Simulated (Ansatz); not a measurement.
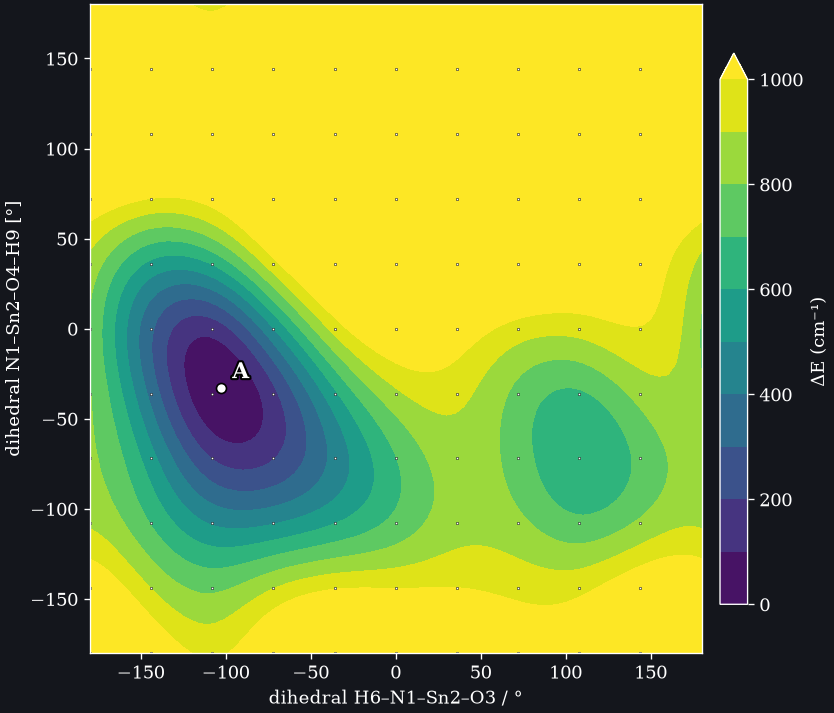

H₅NO₃Sn, SMILES [NH2][Sn]([OH])([OH])[OH]. The first coordinate is: dihedral H6–N1–Sn2–O3; the second: dihedral N1–Sn2–O4–H9. Nothing is relaxed (all other coordinates rigid). The grid has 10 × 10 points. Points are written as (first, second). Energies: cm⁻¹, counted from the relaxed molecule at the same level. Theory: RKS PBE-D4/def2-SVP (Ansatz 0.2.0).

The picture shows filled contours, dots at the grid points, one colour for all values above the top of the scale, the well A. Between grid points the surface is interpolated.

Q: Where is the minimum, and how stiff is the well along each coordinate? Take the well at A.

A: The interpolated minimum is at dihedral H6–N1–Sn2–O3 ≈ −103°, dihedral N1–Sn2–O4–H9 ≈ −33°. The curvatures there are about 0.2 eV/rad² and 0.12 eV/rad², with a cross term of about 0.065 eV/rad². Round the minimum the valley is somewhat tilted: raising dihedral H6–N1–Sn2–O3 shifts the best value of dihedral N1–Sn2–O4–H9 downwards (coupling k₁₂/√(k₁₁k₂₂) about 0.4). (1 eV is 8066 cm⁻¹.)
